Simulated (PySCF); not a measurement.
# One shape, several levels: Si2H3F3 (SMILES F[Si](F)(F)[SiH3])

Aim: a comparison of 5 runs (HF/3-21G, TPSSh/6-31G*, B3LYP/6-31G*, PBE0/def2-SVP, PBE0/6-311G**) of Si2H3F3. The job is set up through a Python script.

Program for the calculation: PySCF 2.14.0.

### 1 Starting point

The species is Si2H3F3 (8 atoms), meant as a singlet with charge 0. As SMILES, `F[Si](F)(F)[SiH3]`. Geometry: relaxed at PBE0-D4/def2-TZVP.

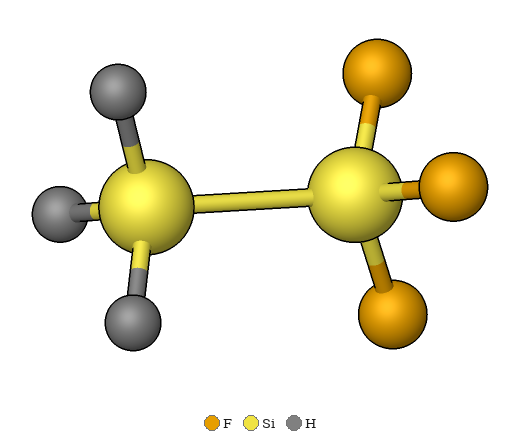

Viewed from a chosen angle; fluorine amber, silicon yellow, hydrogen grey.

### 2 Energy and gradient at HF/3-21G (run 1)

File job.py:

```python
from pyscf import gto

mol = gto.Mole()
mol.atom = '''
F      2.476486    -2.004055     2.843660
Si     1.009870    -1.871774     0.242830
F     -0.905746    -4.165901     0.203901
F      3.015247    -2.373307    -1.915993
Si    -1.040672     1.984968    -0.288372
H     -2.882966     2.320395     1.798830
H      0.870408     4.036077    -0.232058
H     -2.368394     1.966071    -2.758055
'''
mol.basis = '3-21g'
mol.max_memory = 1860
mol.charge = 0
mol.verbose = 3
mol.unit = 'bohr'
mol.build()

myscf = mol.RHF()
myscf.conv_tol = 1e-10
myscf.kernel()
if not myscf.converged:
    myscf = myscf.newton().run(myscf.mo_coeff, myscf.mo_occ)

e_tot = myscf.e_tot
print(f'total energy: {e_tot:.8f} hartree')
grad = myscf.nuc_grad_method().kernel()
dip = myscf.dip_moment()
pop, q = myscf.mulliken_pop()
```

Started as:

```
$ OMP_NUM_THREADS=1 python job.py
```

Log:

```text
converged SCF energy = -873.423000046142
total energy: -873.42300005 hartree
[... 8 lines left out ...]
Dipole moment(X, Y, Z, Debye): -1.26986,  2.38942, -0.32878
[... 68 lines left out ...]
charge of    7H =     -0.13001
```

Run time: 6 s. Hardware: 1 thread of Intel Xeon at 2.50GHz (Skylake/Cascade Lake), shared host; peak memory 0.13 GiB.

### 3 Energy and gradient at TPSSh/6-31G(d) (spherical functions) (run 2)

File run.py:

```python
import pyscf.grad
from pyscf import gto, dft

mol = gto.Mole()
mol.atom = '''
F      2.476486    -2.004055     2.843660
Si     1.009870    -1.871774     0.242830
F     -0.905746    -4.165901     0.203901
F      3.015247    -2.373307    -1.915993
Si    -1.040672     1.984968    -0.288372
H     -2.882966     2.320395     1.798830
H      0.870408     4.036077    -0.232058
H     -2.368394     1.966071    -2.758055
'''
mol.unit = 'bohr'
mol.verbose = 3
mol.max_memory = 1860
mol.basis = '6-31g*'
mol.build()

mf = dft.RKS(mol, xc='tpssh')
mf.conv_tol = 1e-10
mf.grids.level = 5
mf.kernel()
if not mf.converged:
    mf = mf.newton().run(mf.mo_coeff, mf.mo_occ)

energy = mf.e_tot
print('E = %.10f Eh' % energy)
grad = mf.Gradients().kernel()
mf.analyze()
```

Started as:

```
$ OMP_NUM_THREADS=1 python run.py
```

Log:

```text
converged SCF energy = -880.48045416575
[... 18 lines left out ...]
MO #9   energy= -3.65783960223222  occ= 2
[... 14 lines left out ...]
MO #24  energy= -0.406134719678251 occ= 2
[... 14 lines left out ...]
MO #39  energy= 0.221439199596083  occ= 0
[... 14 lines left out ...]
MO #54  energy= 0.932407575573834  occ= 0
[... 14 lines left out ...]
MO #69  energy= 1.75679109763803   occ= 0
[... 14 lines left out ...]
MO #84  energy= 3.00334196368765   occ= 0
[... 9 lines left out ...]
Dipole moment(X, Y, Z, Debye): -0.84585,  1.59194, -0.21892
```

Wall time 82 s (1 thread of Intel Xeon at 2.50GHz (Skylake/Cascade Lake), shared host); peak memory 0.83 GiB.

Runs 3 to 4 aren't shown in full; the table further down has their settings and results.

### 4 Energy and forces at PBE0/6-311G(d,p) (run 5)

File calc.py:

```python
from pyscf import gto, dft

mol = gto.M(
    atom='''
F        1.310500      -1.060500       1.504800
Si       0.534400      -0.990500       0.128500
F       -0.479300      -2.204500       0.107900
F        1.595600      -1.255900      -1.013900
Si      -0.550700       1.050400      -0.152600
H       -1.525600       1.227900       0.951900
H        0.460600       2.135800      -0.122800
H       -1.253300       1.040400      -1.459500
''',
    basis='6-311g**',
    verbose=4,
    max_memory=1860,
)

mf = dft.RKS(mol)
mf.xc = 'pbe0'
mf.conv_tol = 1e-10
mf.grids.level = 5
mf.kernel()
if not mf.converged:
    mf = mf.newton().run(mf.mo_coeff, mf.mo_occ)

e_tot = mf.e_tot
print('E = %.10f Eh' % e_tot)
grad = mf.nuc_grad_method().kernel()
dip = mf.dip_moment()
pop, q = mf.mulliken_pop()
```

Started as:

```
$ OMP_NUM_THREADS=1 python calc.py
```

Log:

```text
PySCF version 2.14.0

[... 75 lines left out ...]
converged SCF energy = -880.065866377255
[... 13 lines left out ...]
Dipole moment(X, Y, Z, Debye): -1.05345,  1.98247, -0.27266
[... 133 lines left out ...]
charge of    7H =     -0.06568
```

It took 78 s on 1 thread of Intel Xeon at 2.50GHz (Skylake/Cascade Lake), shared host; peak memory 1.3 GiB.

### 5 Overview of the runs

```csv
run,level,integration grid,Cartesian functions,energy (Eh),dipole moment (D),HOMO energy (eV),LUMO energy (eV),wall time
1,HF/3-21G,–,no,-873.423000,2.73,-12.56,3.35,6 s
2,TPSSh/6-31G* (spherical functions),5,no,-880.480454,1.82,-8.58,-0.17,82 s
3,B3LYP/6-31G* (Cartesian functions),5,yes,-880.501622,1.93,-8.99,0.01,84 s
4,PBE0/def2-SVP,5,no,-879.542966,1.97,-9.35,-0.04,78 s
5,PBE0/6-311G**,5,no,-880.065866,2.26,-9.46,-0.18,78 s
```

### 6 Results

```
                       quantity          value
            run 5: total energy  -880.06587 Eh
           run 5: dipole moment         2.26 D
             run 5: HOMO energy       -9.46 eV
             run 5: LUMO energy       -0.18 eV
           run 5: HOMO–LUMO gap        9.28 eV
run 5: largest force on an atom     0.748 eV/Å
```

In words: The dipole moment (its size) runs from 1.82 D (TPSSh/6-31G*) to 2.73 D (HF/3-21G). The two ends differ in method and basis. The HOMO–LUMO gap runs from 8.41 eV (TPSSh/6-31G*) to 15.92 eV (HF/3-21G). Totals of different functionals can't be ranked against each other. All runs together took 5.5 min, the longest 84 s.
